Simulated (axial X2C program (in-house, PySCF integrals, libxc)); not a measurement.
ZrF⁺: relativistic diatomic calculation

System: ZrF⁺, single determinant with M_S = 1 and |Λ| = 2.
Method: HF, spin-free X2C-1e, Zr dyall-v3z, F dyall-v3z (cores contracted) (axial X2C program (in-house, PySCF integrals, libxc)).

**The program's output**
```
spin-free X2C-1e  HF
basis functions 176  fitting functions 968  grid points 5077
iter        total energy     max residual
   1      -3695.649421339     2.93e-01
   2      -3695.677048969     1.33e-02
   3      -3695.678195392     9.99e-03
   4      -3695.679029741     1.48e-03
   5      -3695.679098063     7.64e-04
   6      -3695.679126231     4.67e-04
   7      -3695.679142959     3.47e-04
   8      -3695.679155969     2.35e-04
   9      -3695.679161882     7.92e-05
  10      -3695.679162203     1.78e-05
  11      -3695.679162214     5.97e-06
  12      -3695.679162215     1.55e-06
converged
one-electron -5301.13974714  Coulomb 1623.87120727  exact exchange -123.02555696  xc functional 0.00000000  nuclear repulsion 104.61493461
```

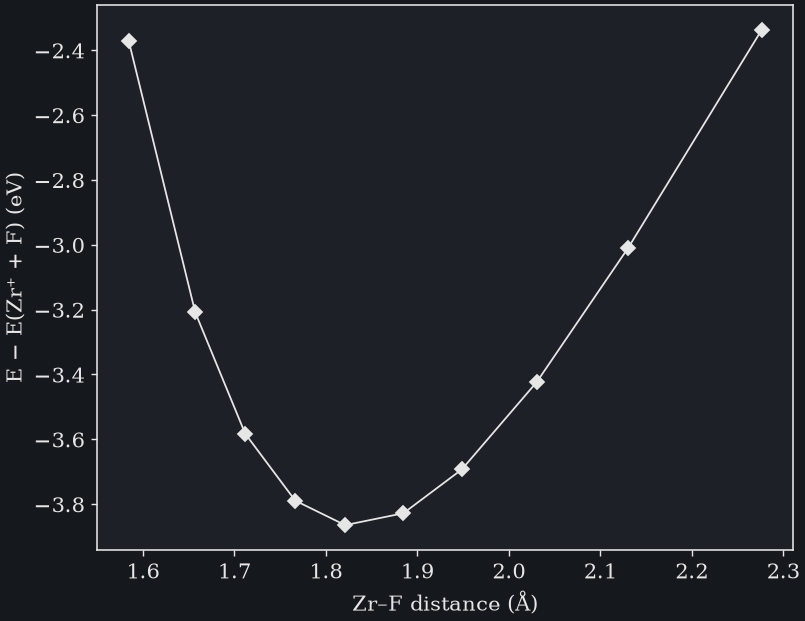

*Energy at 10 bond lengths, for one set of occupations held fixed; the line joins the points.*

A polynomial of degree 6 through 9 points gives rₑ = 1.833 Å, ωₑ = 739.4 cm⁻¹, ωₑxₑ = 3.2 cm⁻¹ and Bₑ = 0.3200 cm⁻¹. The minimum lies 3.87 eV below Zr⁺ + F, each computed as one determinant at the same level.

**Input**
```
{"zs": [40, 9], "q": 1, "bas": ["dyall-v3z", "dyall-v3z"], "levels": ["PBE0", "HF", "M06", "TPSS"], "cc": false, "r0": 2.18, "npts": 10, "nst": 2, "ntry": 6, "opt": {"ecut": 3.0}}
```

The line is the task of a batch: nuclear charges, charge, bases, the levels to run, a first guess of the distance and further settings. This report covers HF without spin-orbit coupling. The log is that of the reference distance 1.821 Å.

Launched within a batch (the task file carries these settings):
```bash
python <driver script> task.json out
```

**Outcome**

- outcome: converged
- bond length rₑ: 1.833 Å
- ωₑ: 739.4 cm⁻¹
- energy at the minimum: −3695.67924 hartree
- depth below the fragments: 3.87 eV
- largest ⟨S²⟩ along the curve: 2.01
- hardware: 1 CPU thread, shared host
- wall time: 7.2 s

**What is odd here**

The input is odd on purpose: few virtuals (ecut = 3.0). The program ran to the end. Its numbers are those of the input as typed; this run alone doesn't show how far the oddity moves them. Hartree–Fock lacks correlation, so it usually binds too weakly.
